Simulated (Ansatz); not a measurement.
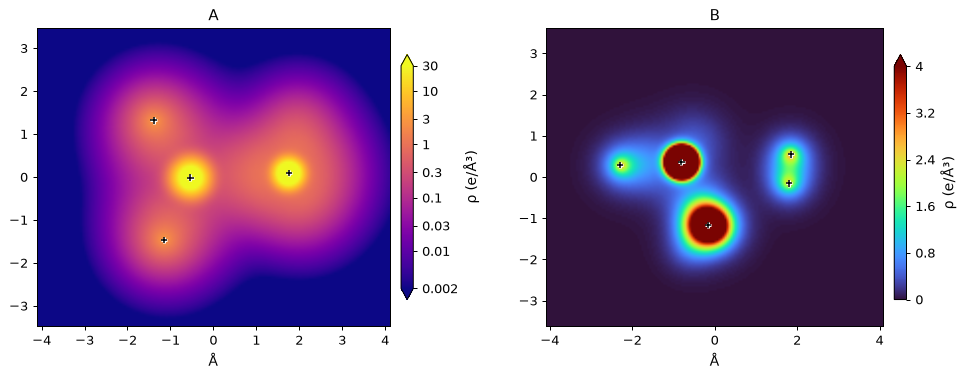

The electron density of 2 systems, each on a plane through atoms (crosses mark nuclei in the plane).

All numbers below come from RKS B3LYP/6-31G* (Ansatz 0.2.0).

System 1: AlH4P···HF, the plane of atoms H3, Al1 and H4. Not at a stationary point (largest force 0.6 eV/Å).

```yaml
atoms:
  - { symbol: Al, position_ang: [0.1171, -0.5387, -0.3925] }
  - { symbol: F, position_ang: [-0.0478, 0.1992, 2.3850] }
  - { symbol: H, position_ang: [1.4599, 0.2356, -0.7246] }
  - { symbol: H, position_ang: [-1.3317, -0.0079, -0.7711] }
  - { symbol: P, position_ang: [0.1782, -2.5448, 0.7284] }
  - { symbol: H, position_ang: [-0.6649, -3.3523, -0.0749] }
  - { symbol: H, position_ang: [1.4110, -3.0795, 0.2745] }
  - { symbol: H, position_ang: [-0.1643, -0.7113, 2.5668] }
```

System 2: FH3OSi···H2, the plane of atoms H5, Si1 and O6. Not at a stationary point (largest force 1.5 eV/Å).

```xyz
8

Si   -0.4438   -0.1380   -0.3935
H     0.0154    0.8258    2.0550
F     0.8638   -0.9100    0.1376
H    -0.1947    1.3134   -0.3729
H    -0.6957   -0.6402   -1.7699
O    -1.7767   -0.4448    0.5617
H    -2.2509   -1.2625    0.3542
H    -0.6571    0.6267    2.1482
```

> Match each panel to its system.

Panel A is system 1, AlH4P···HF: the plane holds Al, H and P. Al–P (2.30 Å): ρ is about 0.61 e/Å³ halfway. Panel B is system 2, FH3OSi···H2: the plane holds Si, H and O. Si1···H8 (2.66 Å): the density falls to about 0.08 e/Å³ on the way.
